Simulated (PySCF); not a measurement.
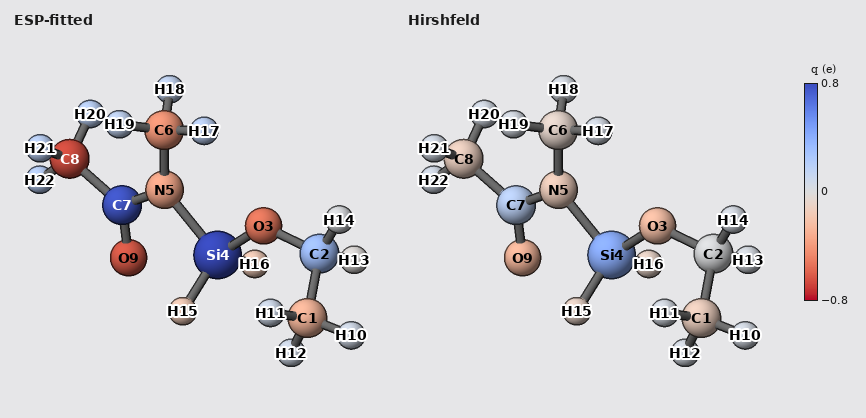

Atomic charges of one calculation by 2 schemes, on one colour scale. The geometry was computed by an optimisation with GFN2-xTB. No frequency run is at hand to confirm it as a minimum. Level of theory: PBE0/pcSseg-1 (PySCF 2.14.0).

Question. Which scheme gives the most polar picture (largest mean size of the charges)?

Answer. The ESP-fitted charges are the largest in size here.

Question. On which atom do the schemes disagree most?

Answer. On C7 (from 0.18 to 0.76 e).

List the charges (e), one line for each set of equivalent atoms.

```tsv
atom	ESP-fitted	Hirshfeld
C1	−0.26	−0.12
C2	0.30	0.01
O3	−0.51	−0.22
Si4	0.80	0.40
N5	−0.33	−0.14
C6	−0.40	−0.06
C7	0.76	0.18
C8	−0.64	−0.12
O9	−0.61	−0.26
H10	0.07	0.05
H11	0.08	0.04
H12	0.07	0.04
H13	−0.02	0.04
H14	0.01	0.04
H15	−0.15	−0.09
H16	−0.15	−0.09
H17	0.17	0.05
H18	0.14	0.04
H19	0.15	0.04
H20	0.18	0.05
H21	0.18	0.05
H22	0.19	0.06
```

The geometry is semi-empirical. Around Si such bond lengths and angles can be off by a tenth of an ångström or more and by several degrees, and values that hang on the shape move with them.
